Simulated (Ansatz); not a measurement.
System: EuSb, space group F-43m, 4 atoms in the cell, zincblende type.

Space group F-43m (No. 216). a = 7.122 Å, b = 7.122 Å, c = 7.122 Å, α = 90.00°, β = 90.00°, γ = 90.00°
| atom | site | symmetry | x | y | z |
| --- | --- | --- | --- | --- | --- |
| Eu | 4a | -43m | 0.0000 | 0.0000 | 0.0000 |
| Sb | 4d | -43m | 0.2500 | 0.2500 | 0.7500 |

Level of theory: DFT LDA+U, scalar-relativistic, plane waves, PAW, Ueff = 4 eV on Eu f, spin-polarised, 8×8×4 k mesh, Gaussian smearing of 0.05 eV; code Ansatz.

How will the Eu f shell be filled?

Counting eigenvalues over 0.6 as filled, Eu (atom A) has 7 filled f states (f⁷), 7 up and 0 down; the eigenvalues sum to 6.9; Eu (atom B) has 7 filled f states (f⁷), 0 up and 7 down; the eigenvalues sum to 6.9.

The structure was built from a prototype or by substitution, so it need not be a known phase. Spin-orbit coupling is left out, which matters for Eu. Open shells can settle in several states, and this one need not be the lowest.

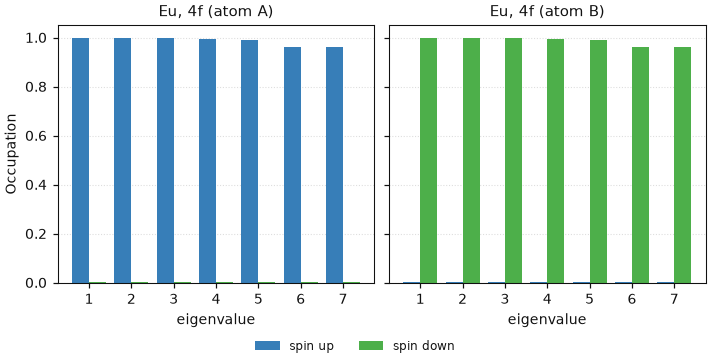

Eigenvalues of the local occupation matrix of the f shell, one panel for each unlike atom (Löwdin-orthogonalised atomic projectors).
